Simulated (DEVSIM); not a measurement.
Structure: Ni/SiON/n-Ge capacitor, at 300 K.

| layer (left to right) | material | thickness (nm) | Nd (cm⁻³) |
|---|---|---|---|
| 1 | SiON | 1.00 | - |
| 2 | Ge | 380 | 2.4e18 |

Metal gate on the left, work function 5.1 eV. Fixed charge at the semiconductor interface 0 cm⁻² (in units of +e); no interface traps.

Constants are typed, rounded textbook-type inputs, not results; the design itself was drawn at random and stands for no fabricated device. Values at 300 K.

```tsv
parameter	SiON	Ge
gap (eV)	7	0.664
affinity (eV)	1.4	4
permittivity	5.5	16
Nc (cm⁻³)	-	1.04e19
Nv (cm⁻³)	-	6e18
```

DEVSIM, 1D Poisson equation in equilibrium, Boltzmann statistics, complete ionisation; no quantum confinement or tunnelling. Metal contacts follow the ideal Schottky-Mott rule: no Fermi-level pinning, no interface dipoles.

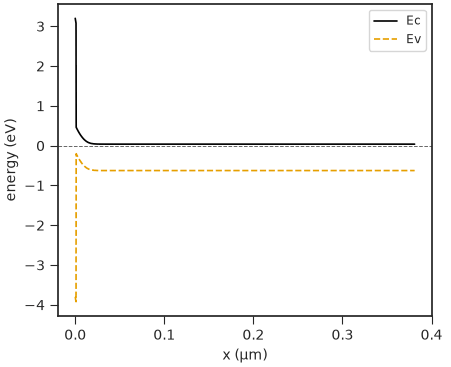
Figure: Band edges at 0.5 V on the gate

Energies count from the Fermi level of the right contact; mesh points crowd at the junctions.

```tsv
x (μm)	Ec (eV)	Ev (eV)	n (cm⁻³)	p (cm⁻³)	field (V/cm)
0.000	3.200	-3.800	< 1e2	< 1e2	-1400000
0.0004341	3.141	-3.859	< 1e2	< 1e2	-1400000
0.0007377	3.100	-3.900	< 1e2	< 1e2	-1400000
0.001311	0.451	-0.213	2.8e11	1.6e15	-460000
0.002636	0.393	-0.271	2.6e12	1.7e14	-420000
0.004479	0.319	-0.345	4.5e13	9.7e12	-370000
0.007534	0.218	-0.446	2.3e15	1.9e11	-290000
0.01494	0.076	-0.588	5.4e17	8.1e8	-100000
0.02488	0.040	-0.624	2.2e18	2.0e8	-6300
0.04134	0.038	-0.626	2.4e18	1.8e8	-32
0.06864	0.038	-0.626	2.4e18	1.8e8	≈ 0
0.1303	0.038	-0.626	2.4e18	1.8e8	≈ 0
0.2094	0.038	-0.626	2.4e18	1.8e8	≈ 0
0.2779	0.038	-0.626	2.4e18	1.8e8	≈ 0
0.3290	0.038	-0.626	2.4e18	1.8e8	≈ 0
0.3501	0.038	-0.626	2.4e18	1.8e8	≈ 0
0.3628	0.038	-0.626	2.4e18	1.8e8	≈ 0
0.3705	0.038	-0.626	2.4e18	1.8e8	≈ 0
0.3760	0.038	-0.626	2.4e18	1.8e8	≈ 0
0.3785	0.038	-0.626	2.4e18	1.8e8	≈ 0
0.3799	0.038	-0.626	2.4e18	1.8e8	≈ 0
0.3810	0.038	-0.626	2.4e18	1.8e8	≈ 0
```
